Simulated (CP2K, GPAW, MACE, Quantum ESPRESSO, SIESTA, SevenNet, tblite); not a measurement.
# Forces in random packing of Si37C33N30 (at. %) (97 atoms), program by program

Aim: forces, pressure of random packing of Si37C33N30 (at. %) (97 atoms) at one geometry, from other programs and methods, against plane-wave PBE.

Results are calculated, not measured.

## (1) The structure

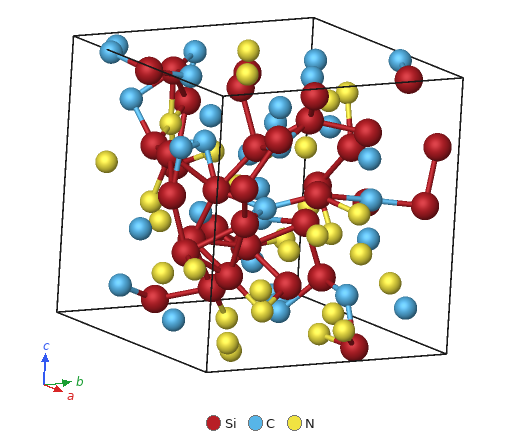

The cell (silicon red, carbon blue, nitrogen yellow). Bonds to atoms that aren't drawn are left out. Some periodic images of atoms are drawn too.

The cell holds 97 atoms (36 Si, 32 C and 29 N), with edges of 10.17, 10.17 and 10.17 Å. Recipe: 97 atoms (36 Si, 32 C, 29 N) packed at random in a cube at 2.84 g/cm³ and pushed apart as soft spheres; a start for melting by ab initio MD, not an equilibrated structure. Then every atom was moved at random, 0.02 Å r.m.s. a Cartesian component. The density is 2.84 g/cm³.

## (2) The reference input

Quantum ESPRESSO 7.5: Kohn-Sham DFT, PBE, SSSP efficiency 1.3.0 pseudopotentials, plane waves. Its input, pw.in:

```
&control
  calculation = 'scf'
  pseudo_dir = './pseudo'
  outdir = './tmp'
  disk_io = 'none'
  tprnfor = .true.
  tstress = .true.
/
&system
  ibrav = 0
  nat = 97
  ntyp = 3
  ecutwfc = 60
  ecutrho = 480
  nosym = .true.
  occupations = 'smearing'
  smearing = 'fd'
  degauss = 0.003675
/
&electrons
  conv_thr = 4.9e-07
  electron_maxstep = 100
  mixing_beta = 0.2
  mixing_mode = 'local-TF'
  diagonalization = 'david'
/
ATOMIC_SPECIES
Si 28.085 Si.upf
C 12.011 C.upf
N 14.007 N.upf
CELL_PARAMETERS angstrom
10.17490 0.00000 0.00000
0.00000 10.17490 0.00000
0.00000 0.00000 10.17490
ATOMIC_POSITIONS crystal
Si 0.80576 0.89767 0.95766
Si 0.69770 0.51137 0.21415
Si 0.50154 0.11253 0.67340
Si 0.70186 0.26102 0.26651
[... 91 atom lines left out ...]
N 0.54332 0.65233 0.67128
N 0.13205 0.08543 0.56733
K_POINTS gamma
```

```console
$ OMP_NUM_THREADS=1 mpirun -np 4 pw.x -in pw.in > output.txt
```

It took 2.5 min on 4 MPI ranks of Arm Neoverse V2, shared host; peak memory 3.8 GiB.

It converged with an r.m.s. force component of 1.8 eV/Å and a pressure of -0.93 GPa.

## (3) The other programs

- CP2K 2026.2: Gaussian basis with GTH pseudopotentials and a plane-wave density; labels give functional, basis (MOLOPT sets; SR short-range, UZH the newer set with its own potentials), grid cutoff/relative cutoff and solver (OT: orbital transformation; TRS4, TC2, SIGN: linear-scaling purification with its sparsity filter), or its built-in tight binding.
- GPAW 26.7.0: PAW with atomic orbitals (LCAO), plane waves or a real-space grid of spacing h.
- MACE: machine-learned potential, published weights.
- Quantum ESPRESSO 7.5: plane waves; labels (QE) give functional, pseudopotential set and cutoffs of waves/density.
- SIESTA 5.4.2: numerical atomic orbitals, whose automatically made sets are far from complete, with PseudoDojo norm-conserving potentials that we converted to its format (checked against plane waves on the same files for H, C, O, Si, Ge and Ca alone); labels give functional, basis size, energy shift and mesh cutoff.
- SevenNet: machine-learned potential, published weights.
- tblite 0.8.0: extended tight binding, driven from Python.

All use the same cell and atoms, and the electronic-structure runs the same k-mesh.

## (4) All runs compared

Differences are against the reference: forces as r.m.s. over components, share as that over the reference's r.m.s. force, slope as the fitted ratio of a run's forces to the reference's.

```
                                                         run  Δ force, r.m.s. (meV/Å)  share (%)  slope  Δ pressure (GPa)  cores  CPU time  memory (GiB)
                                                   reference                        -          -      -                 -      4   9.8 min           3.8
        CP2K PBE, DZVP-MOLOPT-SR, 600/50 Ry, diagonalisation                     79.0       4.42  0.996            -0.565      4   8.2 min           4.0
CP2K PBE, SZV-MOLOPT-SR, 600/50 Ry, diagonalisation (coarse)                     1185       66.3  1.305              27.8      2   4.7 min           2.8
                                GPAW PBE, LCAO dzp, h 0.18 Å                      166       9.28  1.021                 -      2   7.8 min           1.8
                   GPAW PBE, LCAO sz(dzp), h 0.18 Å (coarse)                     1304       73.0  1.252                 -      1   1.8 min           1.2
                                GPAW PBE, plane waves 600 eV                     42.5       2.38  1.006             -2.72      1   7.8 min           1.2
                                 MACE MP-0b2 small potential                      947       53.0  0.943             -5.70      1     6.2 s          0.67
                                 MACE MPA-0 medium potential                      579       32.4  1.005             -4.86      1     7.9 s           1.3
                                 QE PBE, gbrv-1.5, 40/200 Ry                     9.37      0.525  0.997           -0.0607      2   4.4 min           1.2
           QE PBE, sssp-1.3.0-efficiency, 30/240 Ry (coarse)                     32.7       1.83  0.996             -5.19      2     4 min           1.3
                 SIESTA PBE, DZP, shift 0.01 Ry, mesh 500 Ry                      144       8.07  1.014              2.41      4    14 min           3.1
                                        SevenNet 0 potential                      855       47.9  0.899             -10.4      1     7.5 s           1.1
                                             tblite GFN1-xTB                      848       47.4  1.309             0.259      1       5 s          0.14
                                             tblite GFN2-xTB                     1031       57.7  1.024             -12.2      1      19 s          0.14
```

Rows marked coarse were listed beforehand as settings not expected to be converged; some can still land near the reference.

Times of the machine-learned potentials are mostly Python's start and the loading of weights.

CPU time is summed over cores on shared hosts, so it is rough.

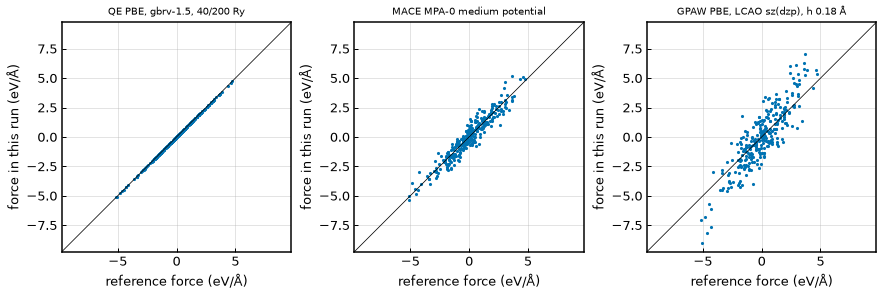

Force components against those of the reference; the line marks equality.

## (5) What came out

Forces lie from 0.53 % (QE PBE, gbrv-1.5, 40/200 Ry) to 73 % (GPAW PBE, LCAO sz(dzp), h 0.18 Å, coarse) of the reference's r.m.s. force of 1.8 eV/Å away from it. Other PBE runs on plane waves or a grid: GPAW PBE, plane waves 600 eV 2.4 % and QE PBE, gbrv-1.5, 40/200 Ry 0.53 % of the r.m.s. force; the reference has errors of its own, so differences under a few per cent don't tell which side is nearer the exact PBE result. The PBE runs in local orbitals, coarse settings apart, differ by 4.4 % (CP2K PBE, DZVP-MOLOPT-SR, 600/50 Ry, diagonalisation) to 9.3 % (GPAW PBE, LCAO dzp, h 0.18 Å); basis, grid and potentials can all enter. Tight binding differs by 47 % (tblite GFN1-xTB) to 58 % (tblite GFN2-xTB); it is another model, with fitted parameters of its own, and the xTB methods hold dispersion.

Machine-learned potentials differ by 32 % (MACE MPA-0 medium potential) to 53 % (MACE MP-0b2 small potential); they were trained on other programs' data. Runs with settings chosen to be coarse differ by 1.8 % (QE PBE, sssp-1.3.0-efficiency, 30/240 Ry) to 73 % (GPAW PBE, LCAO sz(dzp), h 0.18 Å), their programs' other errors included. Pressures at PBE, coarse settings apart, lie -2.72 to +2.41 GPa from the reference's. A pressure off by over 25 GPa (CP2K PBE, SZV-MOLOPT-SR, 600/50 Ry, diagonalisation) is no usable stress for this cell.

**Limits.** Periodic xTB results under one method name differ between programs and library versions. The reference's pressure holds the uncorrected Pulay stress of its 60 Ry basis, so small pressure differences may be the reference's own error. The electron count is odd in these runs, and they have no spin polarisation, so the unpaired electron is spread evenly over both spins. Machine-learned potentials mimic data converged in k, so the reference's own k-point error enters their differences. The reference's stress is far from hydrostatic: its diagonal is -3.0, -1.1, 1.2 GPa, compression counted positive. The electron count is odd and the run has no spin polarisation, so levels at the top are partly filled by construction. The electronic-structure runs sample only Γ, in a cell whose shortest periodic width is 10 Å, which is coarse for a cell with partly filled levels. Where levels are smeared, the DFT runs use Fermi–Dirac occupations at 580 K (0.05 eV), and energies are free energies. The atoms were displaced at random, and shares hang on the size of the forces that this gives. The reference's cutoffs and mesh weren't converged further here.

[Logs are printed without paths, hosts, clocks, repeated set-up lines and the standing remarks that a program may print on its own settings, such as how far it seeks lower states.]

[Hosts, paths, dates, database ids (printed as entryN), source tags and the programs' standing remarks are cut or masked in the printed files.]

[Cells were taken only where this reference lay near another plane-wave run.]
